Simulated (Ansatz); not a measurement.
Al2H5ClO: geometry relaxation (part 1 of 2)

System: Al2H5ClO.
Method: RKS r2SCAN-D4/def2-SVP (Ansatz 0.2.0).

It belongs to a series of runs on one base structure; here: end point B relaxed. Figures and captions count atoms from 1; the log counts them from 0 in places.

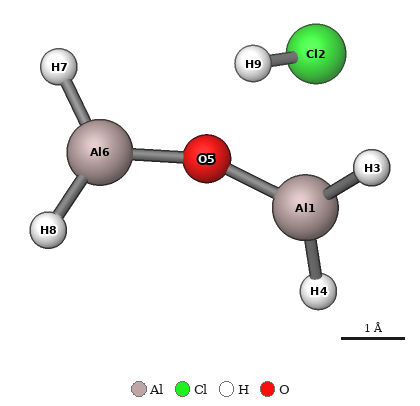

Figure 1. The structure as given in the input (ball-and-stick view, seen at a tilt; atoms are numbered from 1 in the order of the input). Sticks mark near contacts. Bond lengths as drawn: Al–H 1.58 to 1.59 Å, Al–O 1.71 to 1.76 Å and Cl–H 1.34 Å.

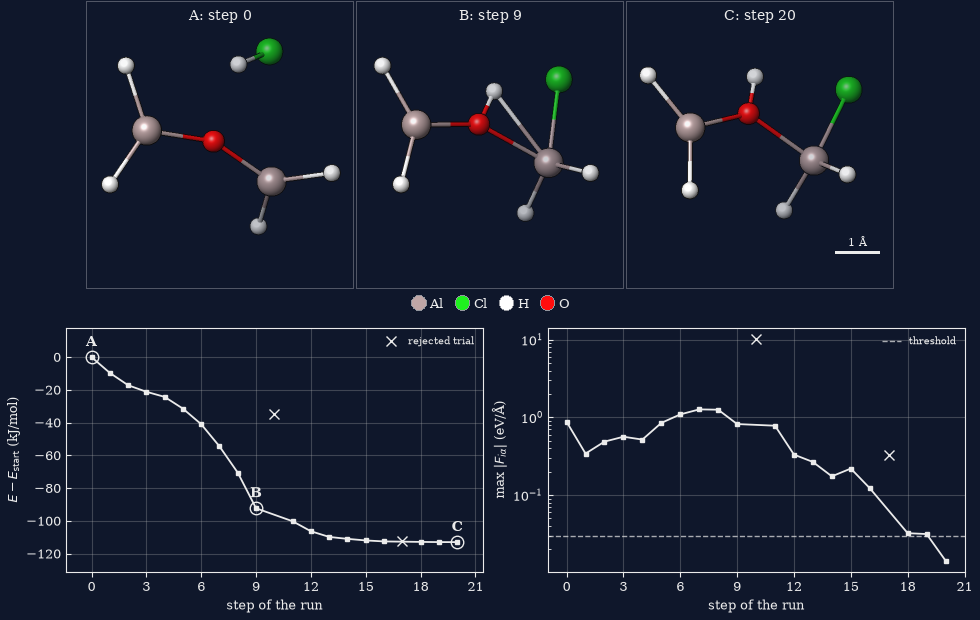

Figure 2. Frames of the relaxation (ball-and-stick view, seen at a tilt) above the curves, on which the letters mark them (the first geometry is step 0 here and step 1 in the log).

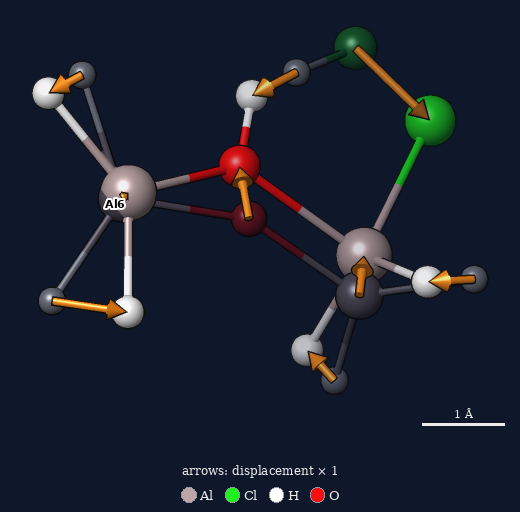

Figure 3. Start (faint) and end (solid) with the displacements as orange arrows, at true length (ball-and-stick view, seen at a tilt). The two geometries are laid on each other by the best rigid fit. Cl2 moves most after the best rigid fit: 1.28 Å. Largest moves by element: Cl 1.28 Å, H 0.94 Å, O 0.77 Å, Al 0.62 Å. Among the contacts that change: Al1–Cl2 3.424 → 2.173 Å, Cl2–H9 1.338 → 2.577 Å, O5–H9 2.206 → 0.975 Å, Al1–O5 1.756 → 1.969 Å. New bonds form: Al1–Cl2 (3.42 → 2.17 Å), O5–H9 (2.21 → 0.98 Å). Bonds break: Cl2–H9 (1.34 → 2.58 Å). Among the angles that change: Al1–O5–Al6 156.3° → 133.1°, H4–Al1–O5 117.7° → 103.3°, H3–Al1–O5 116.9° → 103.0°. The energy falls by 112.9 kJ/mol in 20 geometry steps. Largest force component: 0.88 eV/Å at the start, 0.014 eV/Å at the end. The line search rejected the trial steps at points 10, 17 (counted from 0) and went back. (Atoms are counted from 1 in the order of the input.)

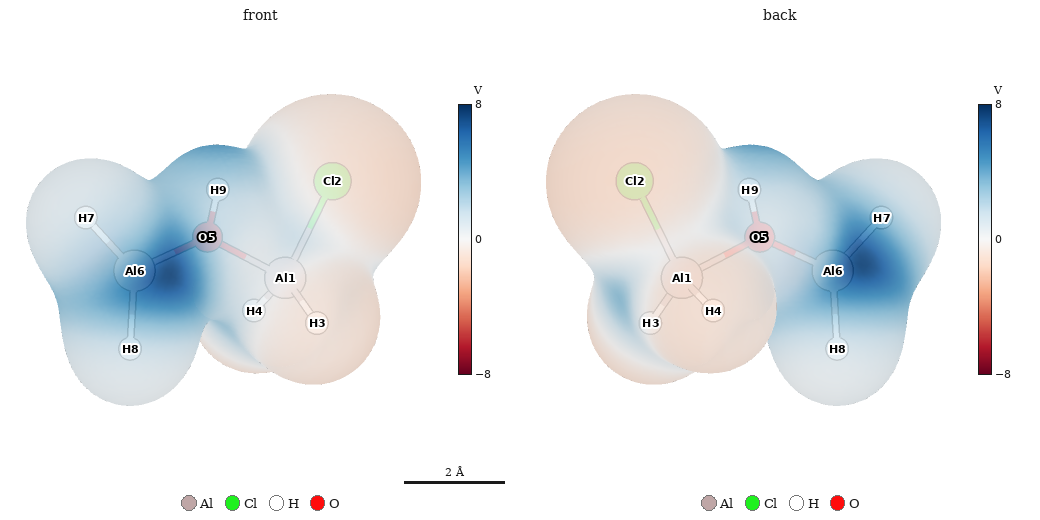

Figure 4. The molecular electrostatic potential painted on the density surface at 0.004 e/bohr³, seen at a tilt and from behind; the colour scale runs from red (negative) to blue (positive). A positive charge is drawn to the negative regions and a negative charge to the positive ones.

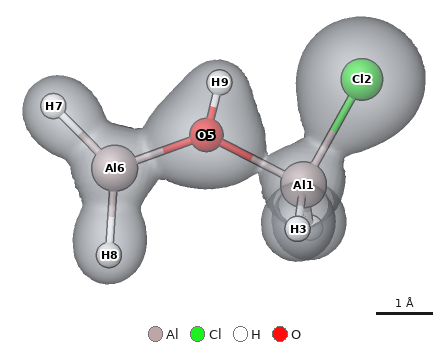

Figure 5. Isosurface of the total electron density at 0.3 e/Å³ (grey), seen face on. At this value the surface is in one piece. On the grid the lowest density along these lines, outside the cores, is 0.59 e/Å³ (Al–O, 1.76 Å), 0.42 e/Å³ (Al–Cl, 2.17 Å), 2.2 e/Å³ (O–H, 0.98 Å) and 0.34 e/Å³ (Al–O, 1.97 Å).

The input that produced these results follows, with the program's output.

## The input
```yaml
crystal:
  periodic: [false, false, false]
  atoms:
    - { symbol: Al, position_ang: [-0.11491, -0.149208, -0.459767] }
    - { symbol: Cl, position_ang: [0.403167, -0.472851, 2.909677] }
    - { symbol: H, position_ang: [1.331528, 0.382488, -0.813801] }
    - { symbol: H, position_ang: [-1.446482, 0.699025, -0.550663] }
    - { symbol: O, position_ang: [-0.258479, -1.85028, -0.047313] }
    - { symbol: Al, position_ang: [-0.847073, -3.447845, -0.182491] }
    - { symbol: H, position_ang: [-0.400384, -4.467725, 0.94677] }
    - { symbol: H, position_ang: [-1.777813, -3.82825, -1.41096] }
    - { symbol: H, position_ang: [0.357747, -1.488453, 2.039548] }
basis:
  gaussian: { orbitals: def2-SVP }
hamiltonian:
  xc: r2scan
  dispersion: d4
relax:
  f_tol: 0.03
  max_steps: 50
output:
  orbitals: {}
```

Launch command:
```bash
ansatz run input.yaml --threads 2 --pin off --max-ram 3072MiB --backend cpu --events-out ev --progress --plain --runs-dir out
```

## What the program printed
```
The last accepted step is kept in [file] (removed where the run ends without a failure and the disk answers)
Engine: ansatz 0.2.0, aarch64-unknown-linux-gnu
Functional definition: r2SCAN
  parameter k0 = 0.174
  parameter k1 = 0.065
  parameter a1 = 4.9479
  exchange = r2scan_x(k0 = k0, k1 = k1, a1 = a1)
  correlation = r2scan_c
1014 factors; their error is unknown
mean field evaluation 1: about -27827.3942 eV, gradient 6.0e1 eV
mean field evaluation 2: about -27766.2714 eV, gradient 1.6e2 eV
mean field evaluation 4: about -27834.1778 eV, gradient 6.3e0 eV
mean field evaluation 8: about -27834.3010 eV, gradient 2.2e-1 eV
mean field evaluation 16: about -27834.2503 eV, gradient 2.3e-5 eV
mean field -27834.25026911 eV, -1022.8898306574 hartree, gradient 2.3e-5 eV, S^2 0.000000; 0 other end points of the search recorded, 0 dependent functions left out
the calculation of the forces begins
reference -27834.25028279 eV, -1022.8898311599 hartree; 28, 28 occupied and 65, 65 virtual orbitals, 1014 factors
relax step   1: F+E_penalty+E_count = -27834.29485078 eV  Δ(F+E_penalty+E_count) = +0.000e0 eV  max|allowed force component| = 8.774e-1 eV/Å  Δτ_max = 0.0000 Å  (26 SCF iters, accepted)
these checks for a lower state are left out or cut short: starts, cluster_reference, orbital_swaps, neighbouring_geometries, increment
1014 factors; their error is unknown
mean field -27834.34911089 eV, -1022.8934630258 hartree, gradient 1.0e-5 eV, S^2 0.000000; 0 other end points of the search recorded, 0 dependent functions left out
[... from here on the field's lines of each further geometry are left out, up to the last ...]
relax step   2: F+E_penalty+E_count = -27834.39467160 eV  Δ(F+E_penalty+E_count) = -9.982e-2 eV  max|allowed force component| = 3.419e-1 eV/Å  Δτ_max = 0.1982 Å  (28 SCF iters, accepted)
relax step   3: F+E_penalty+E_count = -27834.47267549 eV  Δ(F+E_penalty+E_count) = -7.800e-2 eV  max|allowed force component| = 4.876e-1 eV/Å  Δτ_max = 0.1951 Å  (29 SCF iters, accepted)
relax step   4: F+E_penalty+E_count = -27834.51421140 eV  Δ(F+E_penalty+E_count) = -4.154e-2 eV  max|allowed force component| = 5.633e-1 eV/Å  Δτ_max = 0.1950 Å  (29 SCF iters, accepted)
relax step   5: F+E_penalty+E_count = -27834.54653878 eV  Δ(F+E_penalty+E_count) = -3.233e-2 eV  max|allowed force component| = 5.180e-1 eV/Å  Δτ_max = 0.1085 Å  (29 SCF iters, accepted)
relax step   6: F+E_penalty+E_count = -27834.62091282 eV  Δ(F+E_penalty+E_count) = -7.437e-2 eV  max|allowed force component| = 8.492e-1 eV/Å  Δτ_max = 0.1445 Å  (29 SCF iters, accepted)
relax step   7: F+E_penalty+E_count = -27834.71950069 eV  Δ(F+E_penalty+E_count) = -9.859e-2 eV  max|allowed force component| = 1.092e0 eV/Å  Δτ_max = 0.0819 Å  (29 SCF iters, accepted)
relax step   8: F+E_penalty+E_count = -27834.85972562 eV  Δ(F+E_penalty+E_count) = -1.402e-1 eV  max|allowed force component| = 1.267e0 eV/Å  Δτ_max = 0.0671 Å  (28 SCF iters, accepted)
relax step   9: F+E_penalty+E_count = -27835.02617555 eV  Δ(F+E_penalty+E_count) = -1.664e-1 eV  max|allowed force component| = 1.255e0 eV/Å  Δτ_max = 0.0674 Å  (29 SCF iters, accepted)
relax step  10: F+E_penalty+E_count = -27835.25116005 eV  Δ(F+E_penalty+E_count) = -2.250e-1 eV  max|allowed force component| = 8.206e-1 eV/Å  Δτ_max = 0.2000 Å  (34 SCF iters, accepted)
relax step  11: F+E_penalty+E_count = -27834.65330854 eV  Δ(F+E_penalty+E_count) = +5.979e-1 eV  max|allowed force component| = 1.033e1 eV/Å  Δτ_max = 0.1807 Å  (34 SCF iters, rejected (line search))
relax step  12: F+E_penalty+E_count = -27835.33339648 eV  Δ(F+E_penalty+E_count) = -8.224e-2 eV  max|allowed force component| = 7.814e-1 eV/Å  Δτ_max = 0.0902 Å  (28 SCF iters, accepted)
relax step  13: F+E_penalty+E_count = -27835.39658085 eV  Δ(F+E_penalty+E_count) = -6.318e-2 eV  max|allowed force component| = 3.319e-1 eV/Å  Δτ_max = 0.0985 Å  (28 SCF iters, accepted)
relax step  14: F+E_penalty+E_count = -27835.43250250 eV  Δ(F+E_penalty+E_count) = -3.592e-2 eV  max|allowed force component| = 2.668e-1 eV/Å  Δτ_max = 0.1489 Å  (28 SCF iters, accepted)
relax step  15: F+E_penalty+E_count = -27835.44478427 eV  Δ(F+E_penalty+E_count) = -1.228e-2 eV  max|allowed force component| = 1.743e-1 eV/Å  Δτ_max = 0.0982 Å  (28 SCF iters, accepted)
relax step  16: F+E_penalty+E_count = -27835.45471485 eV  Δ(F+E_penalty+E_count) = -9.931e-3 eV  max|allowed force component| = 2.194e-1 eV/Å  Δτ_max = 0.1005 Å  (28 SCF iters, accepted)
relax step  17: F+E_penalty+E_count = -27835.46092453 eV  Δ(F+E_penalty+E_count) = -6.210e-3 eV  max|allowed force component| = 1.227e-1 eV/Å  Δτ_max = 0.0785 Å  (27 SCF iters, accepted)
relax step  18: F+E_penalty+E_count = -27835.45733997 eV  Δ(F+E_penalty+E_count) = +3.585e-3 eV  max|allowed force component| = 3.271e-1 eV/Å  Δτ_max = 0.0445 Å  (28 SCF iters, rejected (line search))
relax step  19: F+E_penalty+E_count = -27835.46403946 eV  Δ(F+E_penalty+E_count) = -3.115e-3 eV  max|allowed force component| = 3.234e-2 eV/Å  Δτ_max = 0.0217 Å  (28 SCF iters, accepted)
relax step  20: F+E_penalty+E_count = -27835.46516181 eV  Δ(F+E_penalty+E_count) = -1.122e-3 eV  max|allowed force component| = 3.150e-2 eV/Å  Δτ_max = 0.0370 Å  (29 SCF iters, accepted)
the calculation of the forces begins
reference -27835.41976122 eV, -1022.9328086998 hartree; 28, 28 occupied and 65, 65 virtual orbitals, 1014 factors
relax step  21: F+E_penalty+E_count = -27835.46532732 eV  Δ(F+E_penalty+E_count) = -1.655e-4 eV  max|allowed force component| = 1.433e-2 eV/Å  Δτ_max = 0.0321 Å  (29 SCF iters, accepted)
1014 factors; their error is unknown
mean field evaluation 160: about -27835.4705 eV, gradient 9.5e-2 eV
mean field -27835.41974774 eV, -1022.9328082042 hartree, gradient 1.6e-5 eV, S^2 0.000000; 1 other end points of the search recorded, 0 dependent functions left out
the calculation of the forces begins
reference -27835.41976122 eV, -1022.9328086998 hartree; 28, 28 occupied and 65, 65 virtual orbitals, 1014 factors
Total energy: -27835.46534081 eV, -1022.9344837185 hartree
Atom 0 at    -0.038060    -0.086672     0.148064 Å, force     0.002386     0.005729    -0.008800 eV/Å
Atom 1 at     0.683196     0.503470     2.110776 Å, force    -0.006519    -0.004624    -0.013143 eV/Å
Atom 2 at     1.073876    -0.182417    -0.987452 Å, force    -0.001259     0.003479     0.007936 eV/Å
Atom 3 at    -1.524542     0.366382    -0.197197 Å, force     0.005976     0.000791     0.007129 eV/Å
Atom 4 at    -0.255366    -1.960257     0.714027 Å, force    -0.004273    -0.013393     0.009696 eV/Å
Atom 5 at    -0.778719    -3.418906    -0.127161 Å, force     0.011630     0.007807    -0.008509 eV/Å
Atom 6 at    -0.768850    -4.726245     0.749302 Å, force    -0.004098     0.005756    -0.002932 eV/Å
Atom 7 at    -1.167689    -3.174575    -1.627614 Å, force    -0.001776    -0.003886     0.014335 eV/Å
Atom 8 at     0.023455    -1.943880     1.648255 Å, force    -0.002067    -0.001658    -0.005711 eV/Å
Dipole moment:    -0.256148    -1.173018    -0.049916 e Å
```

## Trajectory as extended XYZ (Å, eV, eV/Å), 21 frames, from step=1 to step=21
```
9
Properties=species:S:1:pos:R:3:forces:R:3 step=1 energy=-27834.29485
Al   -0.1149   -0.1492   -0.4598   -0.0058  -0.7445   0.3698
Cl    0.4032   -0.4729    2.9097   -0.0599  -0.7832  -0.8774
H     1.3315    0.3825   -0.8138   -0.0116  -0.0032  -0.0051
H    -1.4465    0.6990   -0.5507   -0.0062   0.0040   0.0136
O    -0.2585   -1.8503   -0.0473    0.0603   0.7459  -0.0523
Al   -0.8471   -3.4478   -0.1825    0.0223  -0.0149  -0.0158
H    -0.4004   -4.4677    0.9468   -0.0315   0.0142  -0.0046
H    -1.7778   -3.8283   -1.4110    0.0314   0.0013   0.0227
H     0.3577   -1.4885    2.0395    0.0010   0.7804   0.5491
9
Properties=species:S:1:pos:R:3:forces:R:3 step=2 energy=-27834.39467
Al   -0.1020   -0.1531   -0.3623    0.0129  -0.2716   0.2278
Cl    0.3764   -0.4462    2.7151   -0.0112  -0.2040  -0.3419
H     1.3354    0.3725   -0.7630   -0.0039  -0.0078   0.0170
H    -1.4341    0.6922   -0.4942    0.0024   0.0007   0.0440
O    -0.2550   -1.8476    0.0117    0.0289   0.2091  -0.0171
Al   -0.8342   -3.4449   -0.1687   -0.0264  -0.0099   0.0106
H    -0.4104   -4.4712    0.9612   -0.0061  -0.0100   0.0025
H    -1.7587   -3.8191   -1.4023    0.0445   0.0170  -0.0012
H     0.3300   -1.5057    1.9335   -0.0412   0.2764   0.0585
9
Properties=species:S:1:pos:R:3:forces:R:3 step=3 energy=-27834.47268
Al   -0.0836   -0.1756   -0.2348    0.0751   0.3866  -0.0205
Cl    0.3897   -0.3808    2.5326    0.0473   0.4876   0.1620
H     1.3409    0.3466   -0.6919   -0.0171  -0.0362   0.0141
H    -1.4145    0.6716   -0.3966    0.0054  -0.0301   0.0672
O    -0.2477   -1.8730    0.0701   -0.0412  -0.2448   0.1022
Al   -0.8360   -3.4620   -0.1604    0.0242  -0.0860   0.0313
H    -0.4235   -4.5019    0.9604   -0.0279  -0.0277  -0.0057
H    -1.7336   -3.8162   -1.4173    0.0310   0.0378  -0.0066
H     0.2556   -1.4319    1.7690   -0.0968  -0.4872  -0.3440
```
